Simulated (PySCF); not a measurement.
C7H16N2 (SMILES CN/N=C(\C)C(C)(C)C)

The calculation's input:

```
{"job": {"kind": "nmr", "xc": "PBE0", "basis": "pcSseg-1"}, "charge": 0, "multiplicity": 1}
C      3.345245     0.845423    -0.755170
N      2.426511    -0.151264    -0.260644
N      1.129624     0.198347    -0.346011
C      0.216738    -0.340294     0.352203
C      0.472956    -1.375130     1.422009
C     -1.212102     0.078880     0.065344
C     -1.246308     1.083932    -1.087858
C     -2.036712    -1.153405    -0.328241
C     -1.819138     0.738319     1.310702
H      3.540750     1.648676    -0.032689
H      4.288745     0.364030    -1.011563
H      2.906633     1.282210    -1.649698
H      2.736410    -0.622874     0.588473
H      1.248793    -1.027247     2.108553
H      0.819470    -2.305057     0.968496
H     -0.419644    -1.585018     2.000847
H     -2.270686     1.393310    -1.283475
H     -0.832652     0.638536    -1.987192
H     -0.652684     1.958759    -0.842276
H     -2.093002    -1.874139     0.483752
H     -3.050353    -0.854439    -0.587258
H     -1.589612    -1.641860    -1.191335
H     -1.228911     1.604679     1.600364
H     -1.857544     0.051286     2.152433
H     -2.833463     1.068486     1.098063
```

Command:

```sh
OMP_NUM_THREADS=1 python probes_run.py task.json out
```

Geometry: GFN2-xTB.

Method: PBE0/pcSseg-1, SCF density, gas phase, non-relativistic in PySCF 2.14.0.

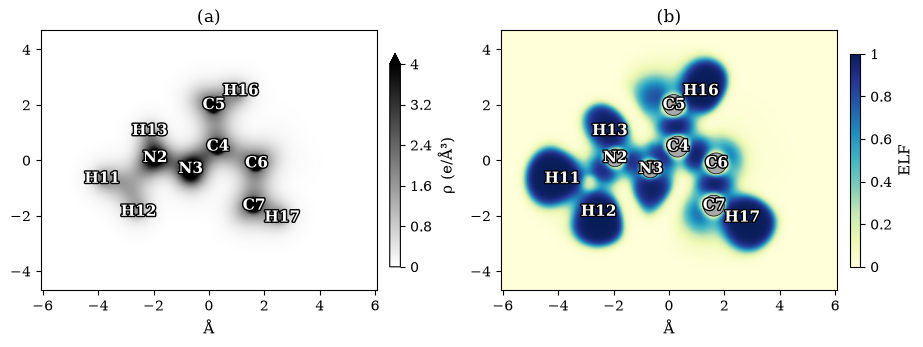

Figure 1. (a) electron density; (b) electron localisation function on the plane of atoms C4, C6 and C7. Grey discs cover the atomic cores in the ELF map.

Q: Read the bonding off the picture.

A:
- The section cuts through N, C and H sites.
- C–N (1.27 Å): ρ is about 2.8 e/Å³ halfway; the ELF peaks at about 0.90 between the atoms (a short, multiple covalent bond).
- N–N (1.35 Å): ρ is about 2.5 e/Å³ halfway; the ELF peaks at about 0.90 between the atoms; localised, covalent bonding.
- C–C (1.51 Å): the density is about 1.7 e/Å³ at the midpoint; the ELF peaks at about 0.95 between the atoms, as expected for a covalent bond.
- N–H (1.02 Å): ρ is about 2.8 e/Å³ halfway; the ELF climbs to about 1 towards the hydrogen, as it does in any bond to H; a covalent bond by its length.
- C–H (1.08 Å): ρ at the midpoint is about 2 e/Å³; the ELF climbs to about 1 towards the hydrogen; an ordinary covalent bond to hydrogen.
- The ELF also peaks beside N3, away from the bonds: lone-pair regions.

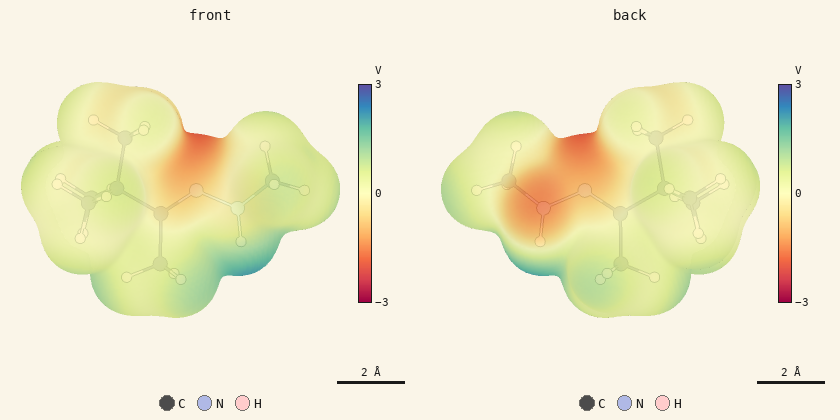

Figure 2. The electrostatic potential painted on the density surface at 0.004 e/bohr³, seen from the front and from behind; the colour scale runs from red (negative) to blue (positive).

Q: Describe the electrostatic potential map.

A: The most negative region (about −1.8 V) lies over N3, the most positive (about +2.0 V) over H13. N3 is the likeliest acceptor of a hydrogen bond.
